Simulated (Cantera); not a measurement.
Feed: 1 mol (CH3)2SiCl2, 0.63 mol C2H2, 65 mol H2, held at 0.240 bar.

Method: chemical equilibrium by Gibbs-energy minimisation in Cantera with the NASA 1993 tables (ideal gas, pure condensed phases). Candidate condensed phases: C, C6H6, C7H8, C8H18, Si, SiC; 109 gas species. The feed counts by its element totals alone. The tables' values for SiCl are old estimates; treat these amounts as uncertain. Gases not in the tables: Si2H6 and higher silanes. Equilibrium is a limit: real reactors are often held back by kinetics, nucleation or transport.

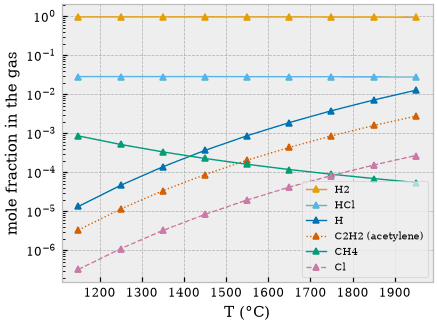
Figure: Equilibrium gas composition (values under 1e-9 drawn at 1e-9)

From 1150 °C to 1950 °C the condensed part is C(graphite) + SiC(s). The main Si-bearing gas is SiCl2 at 1150 °C and Si at 1950 °C. The share of Si in condensed phases is highest at 1150 °C (99.9 %) and lowest at 1950 °C (96.0 %).
